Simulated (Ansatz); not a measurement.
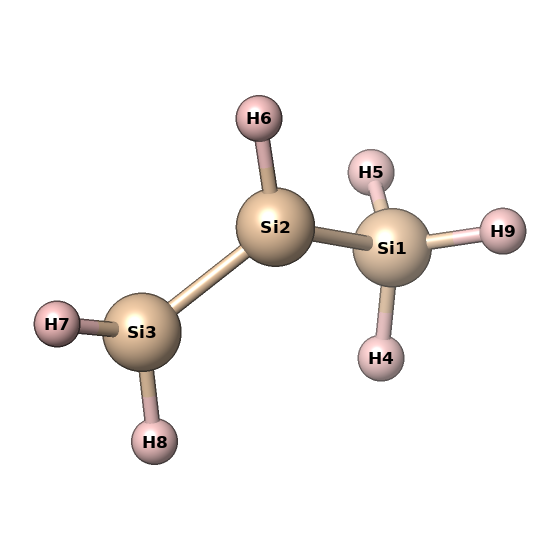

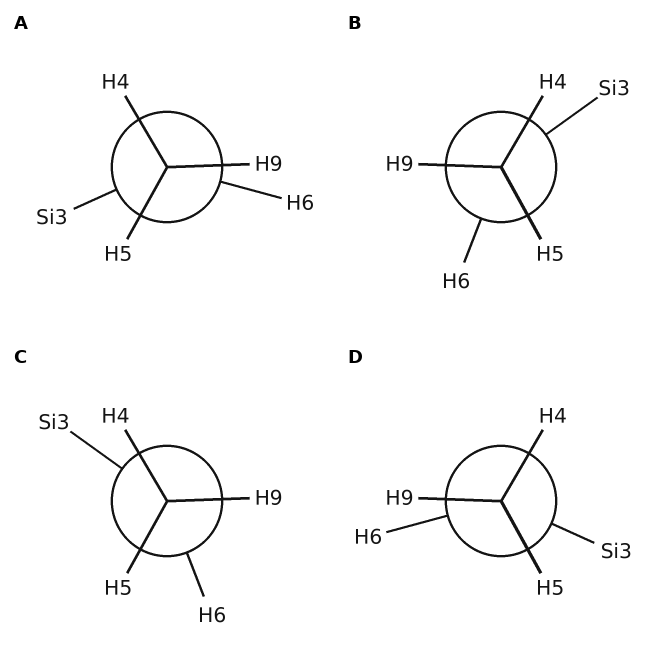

Depth is shown by fading: the farther an atom, the more it takes the colour of the background. Bonds that would overlap in a projection are set slightly apart. The computed structure is the end point of a PBE-D4/def2-SVP optimisation. No frequency run is at hand to confirm it as a minimum.

Question: Which Newman projection shows the view along Si1–Si2, with Si1 in front?

Answer: C. The torsion angle H4–Si1–Si2–Si3 is −24°, synperiplanar.
